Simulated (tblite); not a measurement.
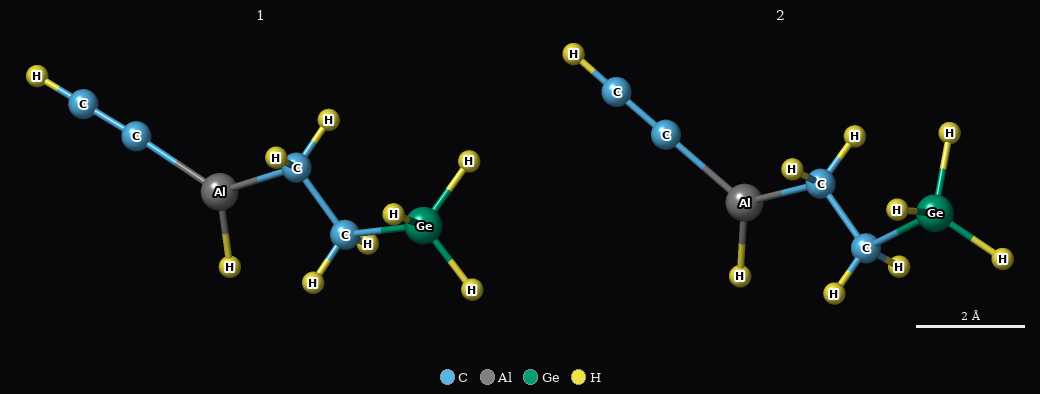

Two geometries of C4H9AlGe, drawn at one scale. One is the start of a relaxation, the other its converged end. A ball-and-stick model, seen at a tilt.

All numbers below come from tblite, GFN2-xTB geometry optimisation, gas phase. 

> Which geometry has the lower energy?

Structure 1 is the relaxed one. After 101 geometry steps the energy has fallen by 7.77 kcal/mol. The largest move after the best rigid fit is that of an H atom, 0.91 Å. Largest moves by element: H 0.91 Å, C 0.50 Å, Al 0.38 Å, Ge 0.29 Å. Some distances before and after: Ge–H 1.579 → 1.497 Å, Ge–H 1.547 → 1.497 Å, C–C 1.503 → 1.543 Å, C–H 1.125 → 1.099 Å. Among the angles between lasting bonds that change: C–Al–C 117.5° → 129.6°, Al–C–C 113.8° → 103.8°, C–Al–H 121.7° → 113.1°. Groups turn about C–Ge by about 20°.
